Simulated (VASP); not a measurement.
Here is the system:

```
MnPd
1.0
    2.91654     0.00000     0.00000
    0.00000     2.91654     0.00000
    0.00000     0.00000     2.91654
Mn Pd
1 1
Direct
  0.00000   0.00000   0.00000
  0.50000   0.50000   0.50000
```

These are LDA (Ceperley-Alder, Perdew-Zunger), VASP's LDA PAW potentials (set 64) (plane waves; VASP) values and carry that method's errors. Numerical set-up: 400 eV cut-off, 14×14×14 Γ-centred mesh, tetrahedra with Blöchl corrections, potentials Mn_pv Pd.

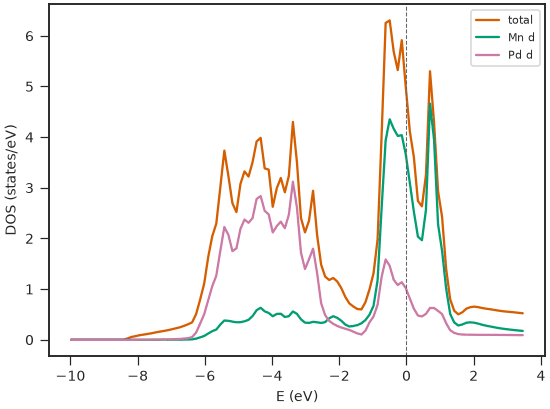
Figure. Total and projected density of states, zero at the Fermi level

Within 2 eV below the Fermi level the largest weight inside VASP's projection spheres is Mn d, then Pd d.

It has no gap at this level: it comes out as a metal or semimetal.

The structure comes from a computed database's MnPd entry (Pm-3m); how it stands against other phases isn't given here. It was relaxed first, which changed the volume by -18 %. The run is not spin-polarised, so no magnetic state was tried. The electron count is odd and the run is not spin-polarised, which forces a metal.
